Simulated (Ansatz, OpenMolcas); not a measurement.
## A ladder of methods for [SiF3]− (SMILES F[Si-](F)F)

[SiF3]− has 4 atoms, charge -1, and is taken as a singlet. As SMILES, `F[Si-](F)F`. Geometry: relaxed at GFN2-xTB.

```xyz
4

Si   -0.0045    0.0058    0.6851
F     1.4283   -0.0310   -0.2170
F    -0.6873    1.2503   -0.2428
F    -0.7365   -1.2251   -0.2253
```

Quantity: the energy change with the Si1–F4 bond stretched from 1.697 to 2.545 Å, in eV. The values are calculated.

| level | kind | program | value (eV) | less FCI/STO-3G | CPU time (all runs) |
| --- | --- | --- | --- | --- | --- |
| HF/STO-3G (restricted) | Hartree–Fock | OpenMolcas | 4.44 | +1.15 | 3 s |
| PBE/STO-3G (restricted) | GGA | Ansatz | 2.53 | -0.76 | 0.97 s |
| r2SCAN/STO-3G (restricted) | meta-GGA | OpenMolcas | 2.75 | -0.54 | 12 s |
| BHLYP/STO-3G (restricted) | global hybrid | Ansatz | 3.67 | +0.38 | 0.89 s |
| CAM-B3LYP/STO-3G (restricted) | range-separated hybrid | Ansatz | 3.38 | +0.09 | 1.1 s |
| B2PLYP/STO-3G (restricted) | double hybrid | OpenMolcas | 3.22 | -0.07 | 8.6 s |
| RPA@PBE/STO-3G (restricted) | RPA | Ansatz | 2.46 | -0.83 | 1.5 s |
| SC-NEVPT2(2,2)/STO-3G | multireference | OpenMolcas | 3.32 | +0.03 | 3.1 s |
| CCSDTQ/STO-3G (restricted) | coupled cluster or CI | Ansatz | 3.29 | 0.00 | 24 s |
| FCI/STO-3G | exact in the basis | OpenMolcas | 3.29 | 0.00 | 12 min |

FCI/STO-3G is exact within its basis and frozen core, so for wave-function methods in that basis the difference is their error; functionals converge differently with the basis, so for them it is only a difference. A spin-restricted reference rises too steeply as a bond breaks; here HF/STO-3G lie well above the multireference or unrestricted value. Where it was recorded, the anion's HOMO is positive in HF/STO-3G, r2SCAN/STO-3G, B2PLYP/STO-3G: a fault of the level (basis or self-interaction), which says nothing on whether the real anion is bound. Sets without diffuse functions describe the anion poorly. The first shape isn't each level's own minimum. The values span 2.46 to 4.44 eV. All rows use very small basis sets, so none should be taken for the real molecule's value. CPU times are rough (shared hosts, several kinds of processor and program).

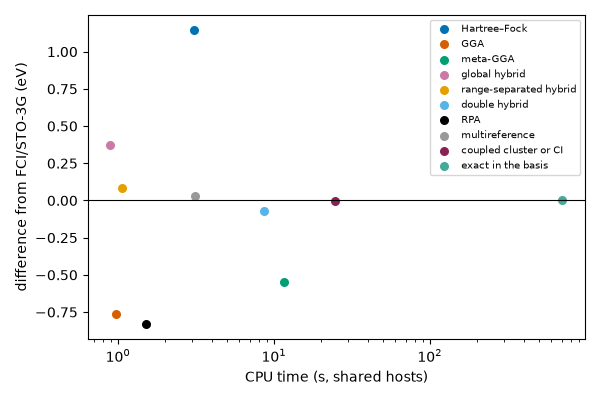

Difference from FCI/STO-3G against processor time, one point a level.
